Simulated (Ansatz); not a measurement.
# CH5Cl3InN: how energies converge with the basis set

Aim: see how fast density functionals converge with the basis set for CH5Cl3InN.

Program: Ansatz 0.2.0, Gaussian basis. Level of theory: one geometry, several basis sets. These are calculated values, not measurements.

The runs, in order: PBE0-D4/def2-SVP; ωB97M-V/def2-SVP; PBE0-D4/def2-QZVPP; ωB97M-V/def2-QZVPP; the functionals' def2-TZVPP values are taken from earlier runs.

### 1 The relaxed structure

An earlier PBE0-D4 in a triple-zeta def2 set relaxation fixed the geometry. In takes the def2 core potential; no spin-orbit term is included.

SMILES `C[NH2+][In-]([Cl])([Cl])[Cl]`, 11 atoms, charge 0, spin multiplicity 1.

Atoms are counted from 1 here; the program's logs count them from 0.

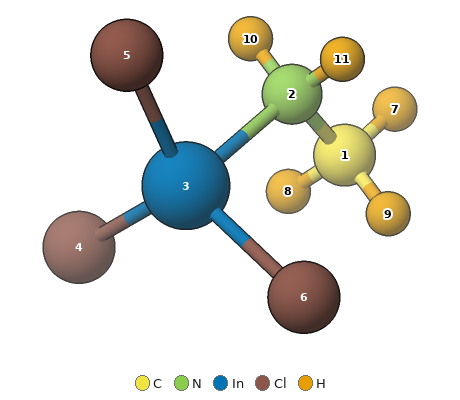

The structure; carbon yellow, nitrogen green, indium blue, chlorine brown, hydrogen amber; atoms are numbered from 1 in the order of the file.

Geometry (Å):

```
C     0.1755   -1.1023    0.9797
N     0.7030   -0.3334   -0.1602
In   -0.6815    1.3328   -0.8526
Cl   -2.5410    0.0347   -1.3898
Cl    0.6174    2.1607   -2.5988
Cl   -0.7638    2.5571    1.1286
H     0.8618   -1.8931    1.2882
H    -0.7799   -1.5413    0.6944
H     0.0070   -0.4218    1.8137
H     0.8711   -0.9406   -0.9567
H     1.5958    0.0902    0.0740
```

### 2 PBE0-D4 in def2-SVP

The input, in.yaml:

```yaml
crystal:
  periodic: [false, false, false]
  atoms:
    - {symbol: C, position_ang: [0.175534, -1.102327, 0.979719]}
    - {symbol: N, position_ang: [0.702966, -0.333398, -0.160166]}
    - {symbol: In, position_ang: [-0.681537, 1.332779, -0.852629]}
    - {symbol: Cl, position_ang: [-2.540969, 0.034724, -1.389806]}
    - {symbol: Cl, position_ang: [0.617411, 2.160736, -2.598830]}
    - {symbol: Cl, position_ang: [-0.763772, 2.557127, 1.128587]}
    - {symbol: H, position_ang: [0.861752, -1.893090, 1.288164]}
    - {symbol: H, position_ang: [-0.779916, -1.541305, 0.694394]}
    - {symbol: H, position_ang: [0.007044, -0.421832, 1.813712]}
    - {symbol: H, position_ang: [0.871106, -0.940597, -0.956674]}
    - {symbol: H, position_ang: [1.595781, 0.090184, 0.074029]}
basis:
  gaussian: {orbitals: def2-SVP}
hamiltonian: {xc: pbe0, dispersion: d4}
output: {orbitals: {seedname: orbitals}}
```

The run is started by

```
> ansatz run in.yaml --threads 4 --pin off --events-out ev --progress --plain --max-ram 11315MiB
```

The program printed:

```text
Functional definition: PBE0
  name "PBE0"
  cite "Adamo & Barone, J. Chem. Phys. 110, 6158 (1999) doi:10.1063/1.478522"
  cite "Perdew, Burke & Ernzerhof, Phys. Rev. Lett. 77, 3865 (1996) doi:10.1103/PhysRevLett.77.3865"
  parent pbe
  parameter a = 0.25
  parameter kappa = 0.804
  parameter beta = 0.06672455060314922
  exchange = (1 - a)*pbe_x(kappa = kappa, mu = beta*pi^2/3) + a*exact_x
  correlation = pbe_c(beta = beta)
1366 factors; integrals over basis functions are off by at most 1.1e-3 eV
mean field evaluation 1: about -45321.5919 eV, gradient 4.5e1 eV
mean field evaluation 2: about -45319.5761 eV, gradient 5.5e1 eV
mean field evaluation 4: about -45326.2874 eV, gradient 1.8e0 eV
mean field evaluation 8: about -45326.5006 eV, gradient 2.0e-1 eV
mean field evaluation 16: about -45326.5007 eV, gradient 3.7e-5 eV
mean field -45326.50072518 eV, -1665.7181782447 hartree, gradient 3.7e-5 eV, S^2 0.000000; 0 other end points of the search recorded, 0 dependent functions left out
reference -45326.50076371 eV, -1665.7181796608 hartree; 45, 45 occupied and 88, 88 virtual orbitals, 1366 factors
Total energy: -45326.79541674 eV, -1665.7290079599 hartree
```

It took 3.3 s on 4 threads of Arm Neoverse V1, shared host; peak memory 0.4 GiB.

### 3 ωB97M-V in def2-SVP

Changes to in.yaml since step 2:

```diff
@@ -16,3 +16,3 @@
   gaussian: {orbitals: def2-SVP}
-hamiltonian: {xc: pbe0, dispersion: d4}
+hamiltonian: {xc: {name: wB97M-V}}
 output: {orbitals: {seedname: orbitals}}
```

The command is unchanged.

The program printed, cut to the lines that bear on the results:

```text
Functional definition: wB97M-V
  name "wB97M-V"
  cite "Mardirossian & Head-Gordon, J. Chem. Phys. 144, 214110 (2016) doi:10.1063/1.4952647"
  cite "Becke, J. Chem. Phys. 107, 8554 (1997) doi:10.1063/1.475007"
  cite "Vydrov & Van Voorhis, J. Chem. Phys. 133, 244103 (2010) doi:10.1063/1.3521275"
  # Of w^i u^j: cxij and so on, Table III.
[...]
  gx(w, u) = 1 - cx + cx01*u + cx10*w
  gss(w, u) = css00 + css04*u^4 + css10*w + css20*w^2 + css43*w^4*u^3
  gos(w, u) = cos00 + cos10*w + (cos20 + cos21*u)*w^2 + (cos60 + cos61*u)*w^6
[...]
      + integral(e_c_pw_mod_opposite_spin*gos(b97_w_opposite, b97_u_opposite)) + vv10(b, c)
1366 factors; integrals over basis functions are off by at most 1.1e-3 eV
338 factors; integrals over basis functions are off by at most 6.6e-6 eV
[...]
mean field -45337.50436088 eV, -1666.1225543981 hartree, gradient 2.8e-5 eV, S^2 0.000000; 0 other end points of the search recorded, 0 dependent functions left out
reference -45337.50442174 eV, -1666.1225566346 hartree; 45, 45 occupied and 88, 88 virtual orbitals, 1366 factors
Total energy: -45337.50442174 eV, -1666.1225566346 hartree
```

It took 11 s on 4 threads of Arm Neoverse V1, shared host; peak memory 0.59 GiB.

### 4 PBE0-D4 in def2-QZVPP

Changes to in.yaml since step 3:

```diff
@@ -15,4 +15,4 @@
 basis:
-  gaussian: {orbitals: def2-SVP}
-hamiltonian: {xc: {name: wB97M-V}}
+  gaussian: {orbitals: "def2-QZVPP.json"}
+hamiltonian: {xc: pbe0, dispersion: d4}
 output: {orbitals: {seedname: orbitals}}
```

The command is unchanged.

The program printed:

```text
Functional definition: PBE0
  name "PBE0"
  cite "Adamo & Barone, J. Chem. Phys. 110, 6158 (1999) doi:10.1063/1.478522"
  cite "Perdew, Burke & Ernzerhof, Phys. Rev. Lett. 77, 3865 (1996) doi:10.1103/PhysRevLett.77.3865"
  parent pbe
  parameter a = 0.25
  parameter kappa = 0.804
  parameter beta = 0.06672455060314922
  exchange = (1 - a)*pbe_x(kappa = kappa, mu = beta*pi^2/3) + a*exact_x
  correlation = pbe_c(beta = beta)
2258 factors; their error is unknown
mean field evaluation 1: about -45336.5766 eV, gradient 6.0e1 eV
mean field evaluation 2: about -45332.0326 eV, gradient 7.5e1 eV
mean field evaluation 4: about -45343.8047 eV, gradient 3.2e0 eV
mean field evaluation 8: about -45343.8228 eV, gradient 6.7e-2 eV
mean field evaluation 16: about -45343.9057 eV, gradient 1.4e-4 eV
mean field -45343.90565897 eV, -1666.3577977641 hartree, gradient 1.3e-5 eV, S^2 0.000000; 0 other end points of the search recorded, 0 dependent functions left out
reference -45343.90570228 eV, -1666.3577993556 hartree; 45, 45 occupied and 511, 511 virtual orbitals, 2258 factors
Total energy: -45344.20035531 eV, -1666.3686276547 hartree
```

Run time: 35 s. Hardware: 4 threads of Arm Neoverse V1, shared host; peak memory 2.9 GiB.

### 5 ωB97M-V in def2-QZVPP

Changes to in.yaml since step 4:

```diff
@@ -16,3 +16,3 @@
   gaussian: {orbitals: "def2-QZVPP.json"}
-hamiltonian: {xc: pbe0, dispersion: d4}
+hamiltonian: {xc: {name: wB97M-V}}
 output: {orbitals: {seedname: orbitals}}
```

Same command.

The program printed, cut to the lines that bear on the results:

```text
Functional definition: wB97M-V
  name "wB97M-V"
  cite "Mardirossian & Head-Gordon, J. Chem. Phys. 144, 214110 (2016) doi:10.1063/1.4952647"
  cite "Becke, J. Chem. Phys. 107, 8554 (1997) doi:10.1063/1.475007"
  cite "Vydrov & Van Voorhis, J. Chem. Phys. 133, 244103 (2010) doi:10.1063/1.3521275"
  # Of w^i u^j: cxij and so on, Table III.
[...]
  gx(w, u) = 1 - cx + cx01*u + cx10*w
  gss(w, u) = css00 + css04*u^4 + css10*w + css20*w^2 + css43*w^4*u^3
  gos(w, u) = cos00 + cos10*w + (cos20 + cos21*u)*w^2 + (cos60 + cos61*u)*w^6
[...]
      + integral(e_c_pw_mod_opposite_spin*gos(b97_w_opposite, b97_u_opposite)) + vv10(b, c)
2170 factors; their error is unknown
425 factors; integrals over basis functions are off by at most 3.3e-5 eV
[...]
mean field -45354.86188870 eV, -1666.7604317801 hartree, gradient 1.8e-5 eV, S^2 0.000000; 0 other end points of the search recorded, 0 dependent functions left out
reference -45354.86195955 eV, -1666.7604343837 hartree; 45, 45 occupied and 511, 511 virtual orbitals, 2170 factors
Total energy: -45354.86195955 eV, -1666.7604343837 hartree
```

It took 64 s on 4 threads of Arm Neoverse V1, shared host; peak memory 3.4 GiB.

### 6 Density functionals: the series

The def2-TZVPP values come from earlier runs at the same geometry.

```
functional       basis  functions  energy (eV)  from the largest (eV)  HOMO (eV)  LUMO (eV)
   PBE0-D4    def2-SVP        133  -45326.7954                 17.405      -8.42      -1.33
   PBE0-D4  def2-TZVPP        308  -45342.9080                  1.292      -8.67      -1.56
   PBE0-D4  def2-QZVPP        556  -45344.2004                  0.000      -8.70      -1.65
   ωB97M-V    def2-SVP        133  -45337.5044                 17.358     -10.64       0.74
   ωB97M-V  def2-TZVPP        308  -45353.6230                  1.239     -10.96       0.37
   ωB97M-V  def2-QZVPP        556  -45354.8620                  0.000     -11.01       0.15
```

### 7 Outcome

| quantity | value |
| --- | --- |
| PBE0-D4: double and triple zeta above quadruple | 17.40, 1.29 eV |
| ωB97M-V: double and triple zeta above quadruple | 17.36, 1.24 eV |

PBE0-D4 gains 16.11 eV from double to triple zeta, then 1.29 eV more. Total energies overstate the basis error of differences, where much of it tends to cancel. The LUMO of ωB97M-V is positive and keeps falling with the basis (0.74 to 0.15 eV): an unbound level that the basis holds in place.

For PBE0-D4 the largest set took about 11 times as long as the smallest (35 s against 3.3 s).
